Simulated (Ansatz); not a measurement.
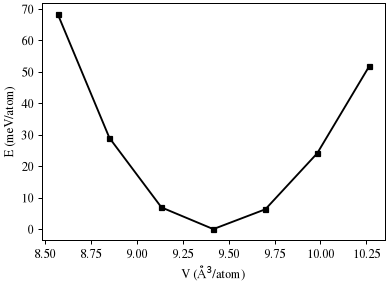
Figure: C in space group Pn-3m (No. 224; C on 24j) under volume change, DFT-PBE in the program Ansatz with PAW potentials, shape and atoms relaxed at each volume.

Problem. What does a third-order Birch–Murnaghan fit give for V₀, B₀ and B′?

Solution. V₀ = 9.42 Å³/atom, B₀ = 249 GPa, B′ = 3.7.

The start of the workflow was typed in or built on a structure type; neither database checked (COD, Materials Project) lists it. It is not the phase usual at ambient conditions (space group No. 194, 227). The PBE relaxation kept the symmetry of its start; whether a distortion lowers the energy is not shown.

Potentials: the later of the program's two PAW sets.
